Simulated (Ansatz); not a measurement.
**BCl2F (dichlorofluoroborane), step by step**

Wanted: a series of 28 runs (HF/STO-3G, UHF/STO-3G, HF/3-21G, UHF/3-21G, HF/6-31G*, UHF/6-31G*, B3LYP/6-31G*, UB3LYP/6-31G*, and more) of BCl2F. 

The calculation is run with Ansatz 0.2.0.

## 1. The structure to begin with

BCl2F: 4 atoms, total charge 0, spin state singlet. As SMILES, `FB(Cl)Cl`. The coordinates come from a PBE0-D4/def2-TZVP relaxation. The run starts from this shape.

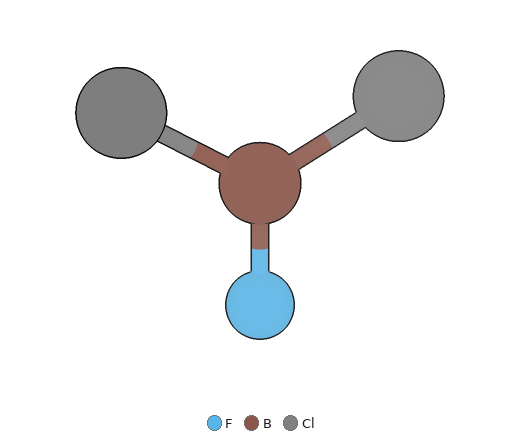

The structure, seen from a chosen angle (fluorine blue, boron brown, chlorine grey).

## 2. A structure relaxation at HF/STO-3G (run 1)

Input file job.yaml:

```yaml
crystal:
  periodic: [false, false, false]
  atoms:
    - symbol: F
      position_ang: [0.114370, -1.165320, -0.781190]
    - symbol: B
      position_ang: [0.007910, -0.080610, -0.054040]
    - symbol: Cl
      position_ang: [-1.549540, 0.373780, 0.571420]
    - symbol: Cl
      position_ang: [1.427260, 0.872140, 0.263810]
basis:
  gaussian: {orbitals: STO-3G}
hamiltonian: {xc: hf}
relax: {f_tol: 0.002}
output: {orbitals: {seedname: orbitals}}
```

Started as:

```console
$ ansatz run job.yaml --threads 1 --pin off --max-ram 3480MiB --events-out events.jsonl --progress --plain --runs-dir runs
```

The program printed:

```text
Warning: RAYON_NUM_THREADS=1 ignored (pool sized by the plan → 1); use --threads N
The last accepted step is kept in runs//last_step.txt (removed where the run ends without a failure and the disk answers)
[... 50 lines left out ...]
Total energy: -28074.45048324 eV, -1031.7170257132 hartree
[... 4 lines left out ...]
Dipole moment:     0.026368    -0.268640    -0.180062 e Å
```

Wall time 2.2 s (1 thread of Arm Neoverse V2, shared host); peak memory 0.088 GiB.

Step by step:

| step | energy from the first frame kept (eV) | largest force (eV/Å) |
| --- | --- | --- |
| 1 | 0.0000 | 2.8301 |
| 2 | -0.0716 | 1.1736 |
| 3 | -0.0821 | 0.2790 |
| 4 | -0.0857 | 0.0346 |
| 5 | -0.0857 | 0.0214 |
| 6 | -0.0857 | 0.0003 |

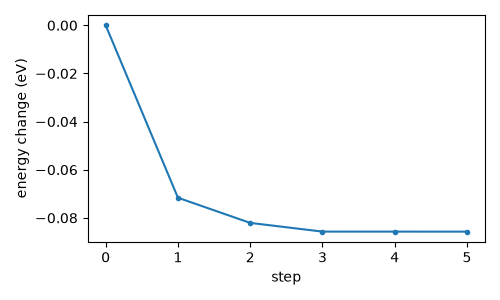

Energy along the run.

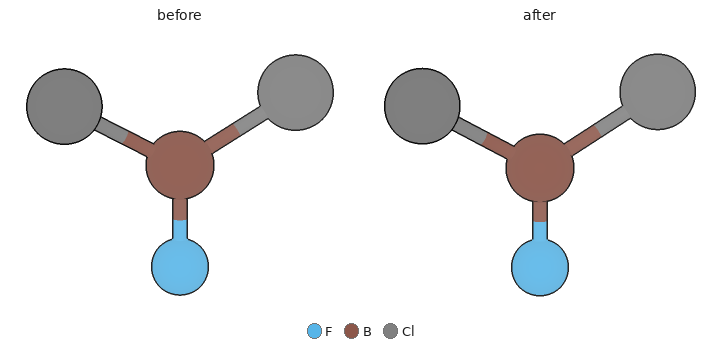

Before and after, at one scale.

After the run. Bond lengths: F1–B2 1.283 Å, B2–Cl3 1.785 Å, B2–Cl4 1.785 Å. Angles: F1–B2–Cl3 120.1°, F1–B2–Cl4 120.1°, Cl3–B2–Cl4 119.9°.

## 3. Vibrational wavenumbers at HF/STO-3G (run 2)

Input file molecule.yaml:

```yaml
crystal:
  periodic: [false, false, false]
  atoms:
    - {symbol: F, position_ang: [0.114511, -1.166672, -0.781982]}
    - {symbol: B, position_ang: [0.010246, -0.104388, -0.069967]}
    - {symbol: Cl, position_ang: [-1.577914, 0.381800, 0.582583]}
    - {symbol: Cl, position_ang: [1.453157, 0.889250, 0.269367]}
basis:
  gaussian: {orbitals: STO-3G}
hamiltonian: {xc: hf}
phonons: {temperatures: {t_min: 298.15, t_max: 298.15, t_step: 1}}
```

Started as:

```console
$ ansatz run molecule.yaml --threads 1 --pin off --max-ram 3480MiB --events-out events.jsonl --progress --plain --runs-dir runs
```

The program printed:

```text
Warning: RAYON_NUM_THREADS=1 ignored (pool sized by the plan → 1); use --threads N
[... 55 lines left out ...]
Total energy: -28074.45047252 eV, -1031.7170253192 hartree
[... 4 lines left out ...]
Dipole moment:     0.026368    -0.268640    -0.180061 e Å
Vibrations: 284.62 406.31 559.01 619.53 1128.04 1631.29 cm⁻¹, zero-point energy 0.286949 eV
```

It took 1.9 s on 1 thread of Arm Neoverse V2, shared host; peak memory 0.081 GiB.

Runs 3 to 17 aren't shown in full; the table further down has their settings and results.

## 4. Vibrational wavenumbers at PBE/def2-SVP (run 18)

Input file in.yaml:

```yaml
crystal:
  periodic: [false, false, false]
  atoms:
    - {symbol: F, position_ang: [0.115449, -1.176231, -0.788421]}
    - {symbol: B, position_ang: [0.007890, -0.080388, -0.053877]}
    - {symbol: Cl, position_ang: [-1.563419, 0.376890, 0.576334]}
    - {symbol: Cl, position_ang: [1.440080, 0.879719, 0.265965]}
basis:
  gaussian: {orbitals: def2-SVP}
hamiltonian: {xc: pbe}
phonons: {temperatures: {t_min: 298.15, t_max: 298.15, t_step: 1}}
```

Started as:

```console
$ ansatz run in.yaml --threads 1 --pin off --max-ram 3480MiB --events-out events.jsonl --progress --plain --runs-dir runs
```

The program printed:

```text
Warning: RAYON_NUM_THREADS=1 ignored (pool sized by the plan → 1); use --threads N
[... 6 lines left out ...]
692 factors; their error is unknown
[... 14 lines left out ...]
692 factors; their error is unknown
[... 10 lines left out ...]
692 factors; their error is unknown
[... 9 lines left out ...]
692 factors; their error is unknown
[... 9 lines left out ...]
692 factors; their error is unknown
[... 5 lines left out ...]
692 factors; their error is unknown
[... 4 lines left out ...]
692 factors; their error is unknown
[... 4 lines left out ...]
692 factors; their error is unknown
[... 4 lines left out ...]
692 factors; their error is unknown
[... 4 lines left out ...]
692 factors; their error is unknown
[... 5 lines left out ...]
692 factors; their error is unknown
[... 8 lines left out ...]
Dipole moment:    -0.004132     0.042101     0.028222 e Å
Vibrations: 260.67 358.95 506.36 550.06 996.02 1314.99 cm⁻¹, zero-point energy 0.247165 eV
```

Run time: 11 s. Hardware: 1 thread of Arm Neoverse V2, shared host; peak memory 0.093 GiB.

Runs 19 to 27 aren't shown in full; the table further down has their settings and results.

## 5. Vibrational wavenumbers at SVWN5/def2-TZVP (run 28)

Input file run.yaml:

```yaml
crystal:
  periodic: [false, false, false]
  atoms:
    - symbol: F
      position_ang: [0.114201, -1.163568, -0.779989]
    - symbol: B
      position_ang: [0.007739, -0.078869, -0.052870]
    - symbol: Cl
      position_ang: [-1.543204, 0.373066, 0.569597]
    - symbol: Cl
      position_ang: [1.421263, 0.869361, 0.263262]
basis:
  gaussian:
    orbitals: def2-TZVP
hamiltonian:
  xc: {name: SVWN5}
phonons:
  temperatures: {t_min: 298.15, t_max: 298.15, t_step: 1}
```

Started as:

```console
$ ansatz run run.yaml --threads 1 --pin off --max-ram 3480MiB --events-out events.jsonl --progress --plain --runs-dir runs
```

The program printed:

```text
Warning: RAYON_NUM_THREADS=1 ignored (pool sized by the plan → 1); use --threads N
[... 4 lines left out ...]
837 factors; their error is unknown
[... 20 lines left out ...]
837 factors; their error is unknown
[... 14 lines left out ...]
837 factors; their error is unknown
[... 15 lines left out ...]
837 factors; their error is unknown
[... 9 lines left out ...]
837 factors; their error is unknown
[... 4 lines left out ...]
837 factors; their error is unknown
[... 5 lines left out ...]
837 factors; their error is unknown
[... 4 lines left out ...]
837 factors; their error is unknown
[... 4 lines left out ...]
837 factors; their error is unknown
[... 4 lines left out ...]
837 factors; their error is unknown
[... 8 lines left out ...]
Dipole moment:    -0.005475     0.055775     0.037388 e Å
Vibrations: 258.04 353.86 508.40 560.05 1003.43 1335.94 cm⁻¹, zero-point energy 0.249191 eV
```

Wall time 20 s (1 thread of Arm Neoverse V2, shared host); peak memory 0.14 GiB.

## 6. Overview of the runs

| run | level | task | walk f tol | partner | energy (Eh) | dipole moment (D) | wall time |
| --- | --- | --- | --- | --- | --- | --- | --- |
| 1 | HF/STO-3G | optimise | 0.002 | base | -1031.717026 | 1.56 | 2.2 s |
| 2 | HF/STO-3G | frequencies | – | base | -1031.717025 | 1.56 | 1.9 s |
| 3 | UHF/STO-3G | energy | – | cation | -1031.324284 | – | 0.76 s |
| 4 | UHF/STO-3G | optimise | – | cation | -1031.353840 | – | 4.2 s |
| 5 | HF/3-21G | optimise | 0.002 | base | -1038.177384 | 0.26 | 2.8 s |
| 6 | HF/3-21G | frequencies | – | base | -1038.177383 | 0.26 | 2.5 s |
| 7 | UHF/3-21G | energy | – | cation | -1037.730728 | – | 1.6 s |
| 8 | UHF/3-21G | optimise | – | cation | -1037.754733 | – | 10 s |
| 9 | HF/6-31G* (Cartesian functions) | optimise | 0.002 | base | -1043.233029 | 0.05 | 6 s |
| 10 | HF/6-31G* (Cartesian functions) | frequencies | – | base | -1043.233029 | 0.05 | 10 s |
| 11 | UHF/6-31G* (Cartesian functions) | energy | – | cation | -1042.804496 | – | 3.3 s |
| 12 | UHF/6-31G* (Cartesian functions) | optimise | – | cation | -1042.820932 | – | 19 s |
| 13 | B3LYP/6-31G* (Cartesian functions) | optimise | 0.002 | base | -1045.225804 | 0.08 | 11 s |
| 14 | B3LYP/6-31G* (Cartesian functions) | frequencies | – | base | -1045.225804 | 0.08 | 12 s |
| 15 | UB3LYP/6-31G* (Cartesian functions) | energy | – | cation | -1044.793539 | – | 3.9 s |
| 16 | UB3LYP/6-31G* (Cartesian functions) | optimise | – | cation | -1044.800322 | – | 28 s |
| 17 | PBE/def2-SVP | optimise | 0.002 | base | -1044.343475 | 0.24 | 6.6 s |
| 18 | PBE/def2-SVP | frequencies | – | base | -1044.343475 | 0.24 | 11 s |
| 19 | UPBE/def2-SVP | energy | – | cation | -1043.925696 | – | 8.7 s |
| 20 | UPBE/def2-SVP | optimise | – | cation | -1043.931540 | – | 30 s |
| 21 | MP2/6-31G* (Cartesian functions) | optimise | 0.002 | base | -1043.739613 | 0.06 | 10 s |
| 22 | MP2/6-31G* (Cartesian functions) | frequencies | – | base | -1043.739613 | 0.06 | 20 s |
| 23 | UMP2/6-31G* (Cartesian functions) | energy | – | cation | -1043.290316 | – | 5.1 s |
| 24 | UMP2/6-31G* (Cartesian functions) | optimise | – | cation | not converged | – | 5.1 min |
| 25 | CCSD/cc-pVDZ | optimise | 0.002 | base | -1043.843509 | 0.23 | 71 s |
| 26 | CCSD/cc-pVDZ | frequencies | – | base | -1043.843509 | 0.23 | 4.8 min |
| 27 | SVWN5/def2-TZVP | optimise | 0.002 | base | -1041.458208 | 0.32 | 8.4 s |
| 28 | SVWN5/def2-TZVP | frequencies | – | base | -1041.458208 | 0.32 | 20 s |

## 7. Results

```
                                                                             quantity           value
                                                run 28, SVWN5/def2-TZVP: total energy  -1041.45821 Eh
                                               run 28, SVWN5/def2-TZVP: dipole moment          0.32 D
                                    run 28, SVWN5/def2-TZVP: largest force on an atom      0.002 eV/Å
                                  run 28, SVWN5/def2-TZVP: lowest harmonic wavenumber        258 cm⁻¹
                                 run 28, SVWN5/def2-TZVP: highest harmonic wavenumber       1336 cm⁻¹
                                           run 28, SVWN5/def2-TZVP: zero-point energy     24.0 kJ/mol
                        vertical ionisation energy (to the doublet cation), HF/STO-3G       10.687 eV
                        vertical ionisation energy (to the doublet cation), HF/6-31G*       11.661 eV
                     vertical ionisation energy (to the doublet cation), PBE/def2-SVP       11.368 eV
                       vertical ionisation energy (to the doublet cation), MP2/6-31G*       12.226 eV
    adiabatic ionisation energy (to the doublet cation, no zero-point term), HF/3-21G       11.501 eV
   adiabatic ionisation energy (to the doublet cation, no zero-point term), HF/6-31G*       11.214 eV
adiabatic ionisation energy (to the doublet cation, no zero-point term), B3LYP/6-31G*       11.578 eV
adiabatic ionisation energy (to the doublet cation, no zero-point term), PBE/def2-SVP       11.209 eV
```

What this shows: At HF/STO-3G: removing an electron at fixed nuclei costs 10.69 eV (246 kcal/mol). In a minimal basis such a difference can be off by several eV, whatever the method. At HF/6-31G*: the vertical ionisation energy comes to 11.66 eV (1125 kJ/mol). At PBE/def2-SVP: removing an electron at fixed nuclei costs 11.37 eV (262 kcal/mol). At MP2/6-31G*: the vertical ionisation energy comes to 12.23 eV (1180 kJ/mol). At HF/3-21G: the adiabatic ionisation energy (to the doublet cation, no zero-point term) is 11.50 eV (1110 kJ/mol). Totals of different functionals can't be ranked against each other. In runs 1, 2, 3, 4 the basis is minimal, so the values are rough. All runs together took 15 min, the longest 5.1 min. 1 of the 28 runs did not end normally.
